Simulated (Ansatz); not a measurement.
# C2H4BCl (SMILES C=CBCl): PBE0/def2-SVPD

What is the electronic atomisation energy of C2H4BCl at PBE0/def2-SVPD? 

The results are computed with Ansatz 0.2.0.

39 further runs of the same task are left out: 39 set aside as unsound or not needed.

### Step 1. The system as given

The species is C2H4BCl (8 atoms), meant as a singlet with charge 0. As SMILES, `C=CBCl`. The shape is that of a PBE0-D4/def2-TZVP optimisation. This is one conformer, not always the lowest.

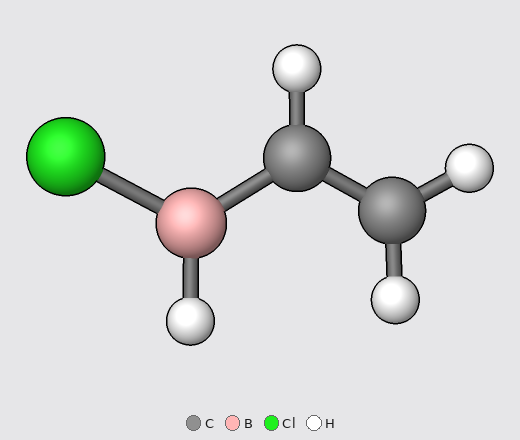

Viewed from a chosen angle; carbon grey, boron pink, chlorine green, hydrogen white.

### Step 2. A single-point energy at PBE0/def2-SVPD

The input, run.yaml:

```yaml
crystal:
  periodic: [false, false, false]
  atoms:
    - symbol: C
      position_ang: [0.357400, 1.219900, -0.260000]
    - symbol: C
      position_ang: [0.353800, 0.057700, 0.401100]
    - symbol: B
      position_ang: [-0.528600, -1.094400, -0.086400]
    - symbol: Cl
      position_ang: [-0.555100, -2.627600, 0.756600]
    - symbol: H
      position_ang: [-0.259700, 1.360400, -1.142800]
    - symbol: H
      position_ang: [0.965100, 2.067000, 0.044900]
    - symbol: H
      position_ang: [0.984000, -0.048700, 1.281300]
    - symbol: H
      position_ang: [-1.225000, -0.991500, -1.050400]
basis:
  gaussian:
    orbitals: def2-SVPD
hamiltonian:
  xc: pbe0
accuracy: high
output:
  orbitals: {seedname: orbitals}
```

The run is started by

```
$ ansatz run run.yaml --threads 1 --pin off --max-ram 3480MiB --events-out events.jsonl --progress --plain --runs-dir runs
```

Standard output:

```text
Warning: RAYON_NUM_THREADS=1 ignored (pool sized by the plan → 1); use --threads N
Functional definition: PBE0
  name "PBE0"
  parameter a = 0.25
  parameter kappa = 0.804
  parameter beta = 0.06672455060314922
  exchange = (1 - a)*pbe_x(kappa = kappa, mu = beta*pi^2/3) + a*exact_x
  correlation = pbe_c(beta = beta)
2385 factors; integrals over basis functions are off by at most 3.7e-9 eV
mean field evaluation 1: about -15321.1669 eV, gradient 3.8e1 eV
mean field evaluation 2: about -15320.1328 eV, gradient 4.2e1 eV
mean field evaluation 4: about -15324.9448 eV, gradient 1.2e0 eV
mean field evaluation 8: about -15325.0715 eV, gradient 1.3e-1 eV
mean field evaluation 16: about -15325.0715 eV, gradient 5.8e-6 eV
mean field -15325.07151095 eV, -563.1859903208 hartree, gradient 8.2e-8 eV, S^2 0.000000; 0 other end points of the search recorded, 0 dependent functions left out
reference -15325.07151435 eV, -563.1859904459 hartree; 19, 19 occupied and 100, 100 virtual orbitals, 2385 factors
Total energy: -15325.07151435 eV, -563.1859904459 hartree
```

Wall time 11 s (1 thread of Arm Neoverse V1, shared host); peak memory 0.43 GiB.

### Step 3. The B atom at the same level

The input, input.yaml:

```yaml
crystal:
  periodic: [false, false, false]
  atoms:
    - {symbol: B, position_ang: [0.000000, 0.000000, 0.000000]}
basis:
  gaussian:
    orbitals: def2-SVPD
magnetization:
  spin_polarized: true
  initial_magnetization: 1
hamiltonian:
  xc: pbe0
accuracy: high
```

The run is started by

```
$ ansatz run input.yaml --threads 1 --pin off --max-ram 3480MiB --events-out events.jsonl --progress --plain --runs-dir runs
```

Standard output (excerpt; [...] marks lines left out):

```text
Warning: RAYON_NUM_THREADS=1 ignored (pool sized by the plan → 1); use --threads N
[... 7 set-up lines as earlier in the session ...]
161 factors; integrals over basis functions are off by at most 2.8e-9 eV
mean field evaluation 1: about -669.0674 eV, gradient 2.4e0 eV
mean field evaluation 2: about -669.1266 eV, gradient 5.1e-1 eV
mean field evaluation 4: about -669.1226 eV, gradient 4.9e-1 eV
mean field evaluation 8: about -669.1252 eV, gradient 5.6e-4 eV
mean field evaluation 16: about -669.1252 eV, gradient 1.1e-8 eV
mean field -669.12518408 eV, -24.5898969655 hartree, gradient 1.1e-8 eV, S^2 0.753850; 0 other end points of the search recorded, 0 dependent functions left out
reference -669.12518582 eV, -24.5898970295 hartree; 3, 2 occupied and 17, 18 virtual orbitals, 161 factors
Total energy: -669.12518582 eV, -24.5898970295 hartree
```

It took 0.42 s on 1 thread of Arm Neoverse V1, shared host.

### Step 4. The C atom, same level

The input, molecule.yaml:

```yaml
crystal:
  periodic: [false, false, false]
  atoms:
    - {symbol: C, position_ang: [0.000000, 0.000000, 0.000000]}
basis:
  gaussian: {orbitals: def2-SVPD}
magnetization: {spin_polarized: true, initial_magnetization: 2}
hamiltonian: {xc: pbe0}
accuracy: high
```

Run the same way, it converges to -37.76146 Eh (log not shown).

### Step 5. The Cl atom, same level

The input, run.yaml:

```yaml
basis:
  gaussian: {orbitals: def2-SVPD}
crystal:
  periodic: [false, false, false]
  atoms:
    - symbol: Cl
      position_ang: [0.000000, 0.000000, 0.000000]
magnetization: {spin_polarized: true, initial_magnetization: 1}
hamiltonian: {xc: pbe0}
accuracy: high
```

Run the same way, it converges to -459.84649 Eh (log not shown).

### Step 6. The H atom

The input, run.yaml:

```yaml
crystal:
  periodic: [false, false, false]
  atoms:
    - {symbol: H, position_ang: [0.000000, 0.000000, 0.000000]}
basis:
  gaussian:
    orbitals: def2-SVPD
magnetization:
  spin_polarized: true
  initial_magnetization: 1
hamiltonian:
  xc: pbe0
accuracy: high
```

Run the same way, it converges to -0.50029 Eh (log not shown).

### Step 7. Outcome

At PBE0/def2-SVPD:

```
                     quantity          value
       molecule: total energy  -563.18599 Eh
        molecule: HOMO energy       -8.52 eV
        molecule: LUMO energy       -2.14 eV
      molecule: HOMO–LUMO gap        6.38 eV
         B atom: total energy   -24.58990 Eh
                 B atom: ⟨S²⟩          0.754
         C atom: total energy   -37.76146 Eh
                 C atom: ⟨S²⟩          2.004
        Cl atom: total energy  -459.84649 Eh
                Cl atom: ⟨S²⟩          0.753
         H atom: total energy    -0.50029 Eh
                 H atom: ⟨S²⟩          0.750
electronic atomisation energy      33.348 eV
```

In words: Taking the molecule apart into free atoms costs 33.35 eV (3218 kJ/mol), before zero-point energy and without spin-orbit coupling.
